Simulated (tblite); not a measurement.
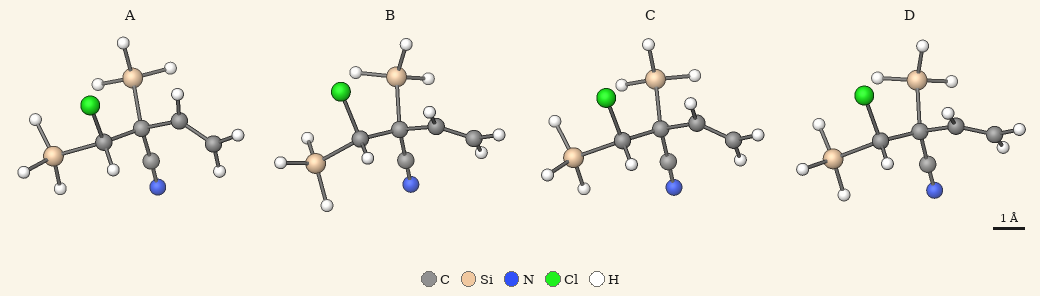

4 geometries from one relaxation of C5H10ClNSi2, in shuffled order. The picture is a ball-and-stick view, seen at a tilt.

All numbers below come from GFN2-xTB geometry optimisation, gas phase in tblite 0.8.0. 

Order the frames from highest to lowest energy.

Answer. A, C, D, B. They are steps 0, 65, 116, 184, at +0.372 eV, +0.043 eV, +0.021 eV relative to the last. The energy falls by 0.372 eV in 184 geometry steps. The atom that moves furthest after the best rigid fit is an H atom (0.96 Å). By element the largest moves are H 0.96 Å, Cl 0.79 Å, C 0.35 Å, Si 0.28 Å, N 0.24 Å. Near-neighbour distances that change, for instance: Cl–Si 3.610 → 3.034 Å, C–C 1.567 → 1.501 Å, C–C 1.490 → 1.430 Å, C–C 1.568 → 1.527 Å. Among the angles between lasting bonds that change: C–Si–H 110.4° → 105.1°, C–C–Cl 113.4° → 108.6°, Si–C–H 105.3° → 109.4°. Groups turn about C–C by about 30°, C–C by about 25°. Cost: 3.6 s on 1 thread of Arm Neoverse N1, on a shared host.
